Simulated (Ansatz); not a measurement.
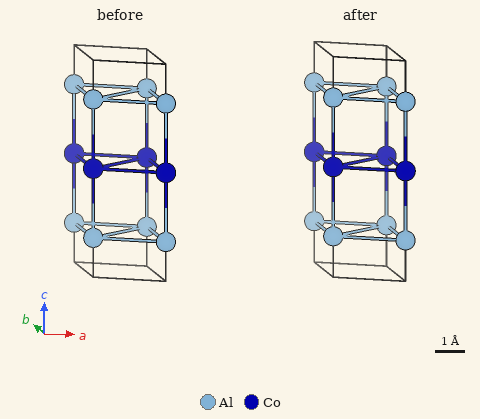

The structure of solid Al2Co (a generated structure, set up in P6/mmm) before (left) and after (right) a relaxation, at one scale.

Style: ball-and-stick. Shown: the cell of the calculation, slightly off an axis.

Computed with Ansatz 0.2.0, DFT PBE, scalar-relativistic, plane waves, PAW.

Input file:
```yaml
crystal:
  lattice:
    - [2.6458105502, 0.0, 0.0]
    - [-1.3229052751, 2.2913391501, 0.0]
    - [0.0, 0.0, 7.8006518507]
  atoms:
    - { symbol: Al, position: [0.0, 0.0, 0.1813431082] }
    - { symbol: Al, position: [0.0, 0.0, 0.8186568918] }
    - { symbol: Co, position: [0.0, 0.0, 0.5], spin: 1.7 }
basis:
  ecutwfc: 420
kpoints:
  mp_grid: { grid: [18, 18, 6] }
hamiltonian:
  xc: pbe
scf:
  occupations: { method: gaussian, width: 0.1 }
output:
  forces: true
  stress: true
  eigenvalues: true
  populations: true
magnetization:
  spin_polarized: true
relax:
  adjacent_minimum: "off"
  f_tol: 0.01
  max_steps: 80
  cell: { stress_tol: 0.05 }
```

Launched with:
```bash
ansatz run input.yaml --threads 1 --pin off --max-ram 2560MiB --backend cpu --events-out ev --progress --plain --runs-dir out
```

Question: What changed between the two?

Answer: The largest moves relative to the cell, 0.033 Å, are those of Al1 and Al2. Al1 goes along +c. Co stays in place. Cell: a = b 2.646 → 2.632 Å (−0.5 %), c 7.801 → 7.922 Å (+1.6 %). Volume +0.5 %. Some distances before and after: Al1–Al2 2.829 → 2.940 Å, Al1–Al1 2.646 → 2.632 Å, Co3–Co3 2.646 → 2.632 Å, Al1–Co3 2.486 → 2.491 Å. The space group stays P6/mmm (No. 191). Over 3 accepted moves (4 points after the start) the energy falls by 3.2 meV per atom. The largest force component goes from 0.15 to 0.00095 eV/Å. The pressure goes from −0.16 to 0.00 GPa. At 1 point the geometry stayed and the basis and grid were re-selected for the new cell (energy shift of less than 0.05 meV per atom at most each time).
